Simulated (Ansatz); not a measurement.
Partial pair distribution functions of a relaxed model of amorphous Zr₂₀O₄₁Li₂, broadened by 0.06 Å; density 5.35 g/cm³. These are PBE, scalar-relativistic without spin-orbit coupling (plane waves to 420 eV, PAW; Ansatz, an electronic-structure program) values and carry that method's errors.

Preparation: random packing, a CHGNet melt and quench, and a DFT relaxation. O atoms were pushed apart under 1.9 Å during the dynamics, to hinder bonds among them. The hot cell started wider than the set density and was brought back towards it in steps. It is the lowest in DFT energy of 2 quenches. It is a model cell: composition and starting density were chosen by hand, and all elements were melted together. No dispersion term was used. Its density started from a set value of 5.21 and ended at 5.35 g/cm³. The quench (nominally 300 K/ps over its main leg) was far faster than any real one, so the model tends to hold more defects than a real film. A cell of this size samples the disorder only roughly. Volume and shape were free in the relaxation.

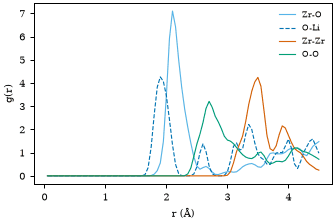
*Partial pair distribution functions*

Highest peaks under 4.5 Å: Zr-O near 2.10 Å, O-Li near 1.90 Å, Zr-Zr near 3.50 Å, O-O near 2.70 Å; pairs of few atoms are noisy.

Within 2.80 Å each Zr has 6.85 O neighbours on average.
